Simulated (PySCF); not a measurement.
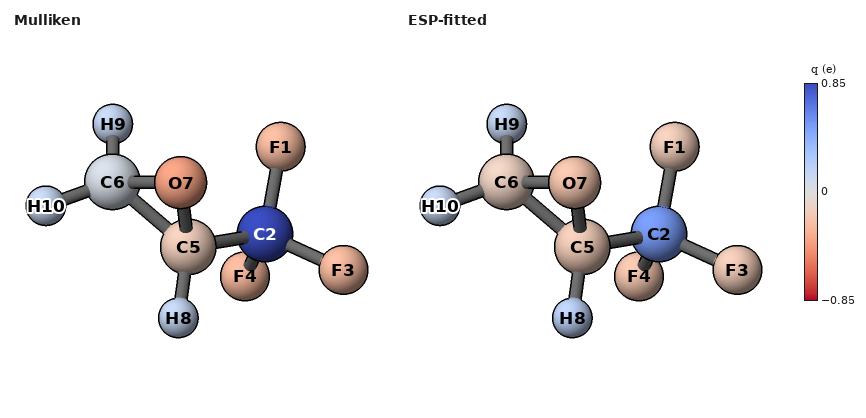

Atomic charges of one calculation by 2 schemes, on one colour scale. The computed structure is the end point of a GFN2-xTB optimisation. No frequency run is at hand to confirm it as a minimum. Level of theory: PBE0/pcSseg-1 (PySCF 2.14.0).

Which scheme gives the most polar picture (largest mean size of the charges)?

Answer. The Mulliken charges are the largest in size here.

On which atom do the schemes disagree most?

Answer. On C2 (from 0.52 to 0.85 e).

List the charges (e), one line for each set of equivalent atoms.

| atom | Mulliken | ESP-fitted |
| --- | --- | --- |
| F1 | −0.26 | −0.15 |
| C2 | 0.85 | 0.52 |
| F3 | −0.26 | −0.16 |
| F4 | −0.27 | −0.20 |
| C5 | −0.15 | −0.16 |
| C6 | 0.05 | −0.12 |
| O7 | −0.38 | −0.21 |
| H8 | 0.15 | 0.19 |
| H9 | 0.14 | 0.15 |
| H10 | 0.14 | 0.14 |
